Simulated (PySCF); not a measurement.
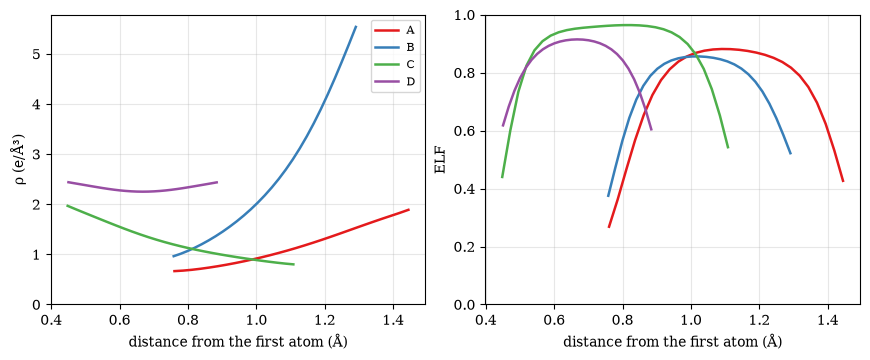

The picture shows: C$_{2}$H$_{7}$ClOSi$_{3}$. Total electron density and ELF along straight lines between neighbouring atoms. The curves leave out the atomic cores.

Geometry: GFN2-xTB.

These are results of PBE0/pcSseg-1, SCF density, gas phase, non-relativistic (PySCF 2.14.0), not measurements.

```yaml
atoms:
  - { symbol: Cl, position_ang: [3.6380, -1.3271, 0.9276] }
  - { symbol: Si, position_ang: [2.4846, 0.1098, 0.0819] }
  - { symbol: Si, position_ang: [0.3499, -0.1346, 0.8907] }
  - { symbol: C, position_ang: [-0.7905, -1.3242, -0.0425] }
  - { symbol: C, position_ang: [-1.7937, -0.7055, -0.6674] }
  - { symbol: Si, position_ang: [-1.7917, 1.1666, -0.4393] }
  - { symbol: O, position_ang: [-0.4355, 1.2513, 0.4771] }
  - { symbol: H, position_ang: [2.6489, -0.0619, -1.3685] }
  - { symbol: H, position_ang: [3.1554, 1.3746, 0.4024] }
  - { symbol: H, position_ang: [0.1499, -0.2906, 2.3384] }
  - { symbol: H, position_ang: [-0.6655, -2.3985, -0.0843] }
  - { symbol: H, position_ang: [-2.5319, -1.2506, -1.2404] }
  - { symbol: H, position_ang: [-1.5142, 1.9220, -1.6555] }
  - { symbol: H, position_ang: [-2.9045, 1.6682, 0.3576] }
```

Which curve belongs to which contact (C–C, C–Si, Si–Cl and Si–O)? The first atom named is at distance zero.

Curve A: Si–Cl (2.03 Å): ρ is about 0.94 e/Å³ halfway; the ELF peaks at about 0.90 between the atoms; a polar covalent bond. Curve B: Si–O (1.64 Å): the density is about 1.1 e/Å³ at the midpoint; the ELF peaks at about 0.85 between the atoms (a shared but strongly polarised pair). Curve C: C–Si (1.89 Å): ρ at the midpoint is about 0.94 e/Å³; the ELF peaks at about 0.95 between the atoms, as expected for a shared electron pair. Curve D: C–C (1.33 Å): ρ at the midpoint is about 2.3 e/Å³; the ELF peaks at about 0.90 between the atoms; a short, multiple covalent bond.
